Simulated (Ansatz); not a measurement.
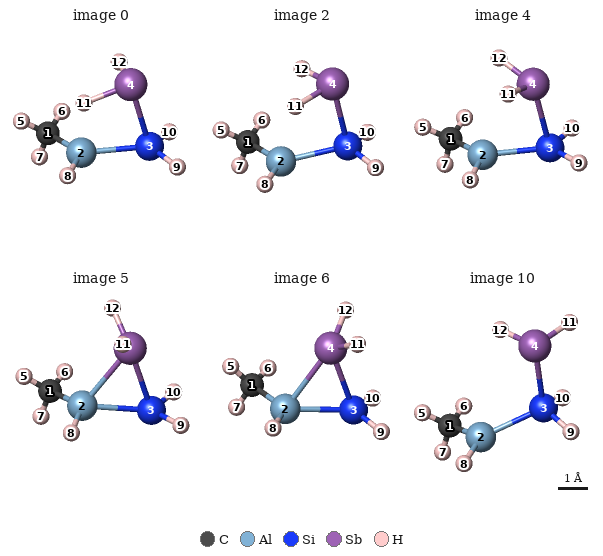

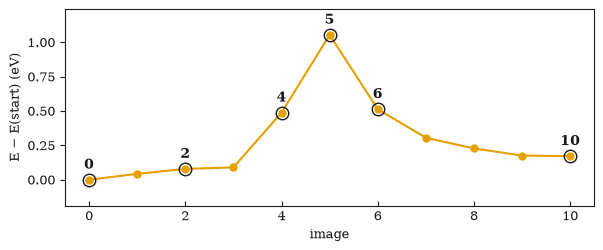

A search for the minimum-energy path of CH₈AlSbSi by the nudged elastic band. Images are numbered from 0 (start) to 10 (end). Style: ball-and-stick. Shown from a free direction.

Level of theory: RKS PBE0-D4/def2-SVP in Ansatz 0.2.0. Set-up: 9 movable images; climbing image; force threshold 0.05 eV/Å; iteration limit 60; starting path by image-dependent pair potential.

**Read off the barrier and say what moves.**

Forward barrier 1.05 eV, backward barrier 0.88 eV, with image 5 at the top; the reaction energy is +0.17 eV. The motion is an umbrella inversion at Sb4. No bond forms or breaks between the ends. Bond angles that change up to the highest image, for instance: Si3–Sb4–H11 87.4° → 127.6°, Si3–Sb4–H12 90.3° → 125.9°. The band converged in 15 iterations, with a climbing image at the top. At the top, the vibrational analysis gives one imaginary mode (460i cm⁻¹), as a transition state must have.

Cost: 7.6 min on 2 threads of Intel(R) Xeon(R) Platinum 8375C CPU @ 2.90GHz (Ice Lake), on a shared host, peak memory 0.32 GiB.
